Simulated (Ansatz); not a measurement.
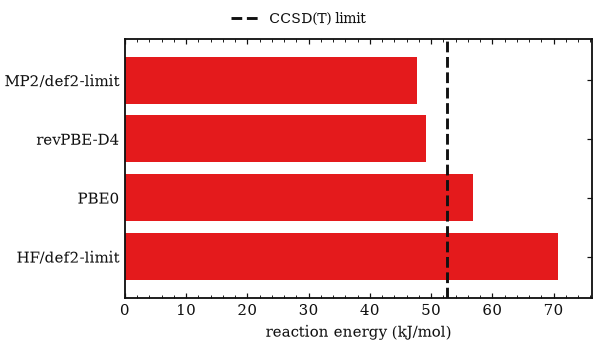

Electronic reaction energy of BNH₂BrF (NB(F)Br) + HBr (Br) → BBr₂F (FB(Br)Br) + NH₃ (N) (SMILES in brackets) at several levels (functionals in def2-TZVPP unless a basis is named), isolated molecules at PBE0-D4 triple-zeta geometries, minima by their frequencies, no zero-point or thermal terms, the Ansatz code. The line is frozen-core CCSD(T) at the basis limit (MP2 extrapolated from triple and quadruple zeta, plus CCSD(T) less MP2 in a smaller set). No dispersion term is added to PBE0.

What range do the values span, the line included?

Answer. From 47.7 kJ/mol (MP2/def2-limit) to 70.7 kJ/mol (HF/def2-limit).

Give the values.

Answer.
```csv
level,kJ/mol,less CCSD(T) limit
MP2/def2-limit,47.7,−5.0
revPBE-D4,49.2,−3.4
PBE0,56.8,4.2
HF/def2-limit,70.7,18.0
CCSD(T) limit,52.7,0.0
```

Caveats: no scalar relativity up to krypton; outer-core shells are correlated without core-valence functions, which makes the correlated values less sure.
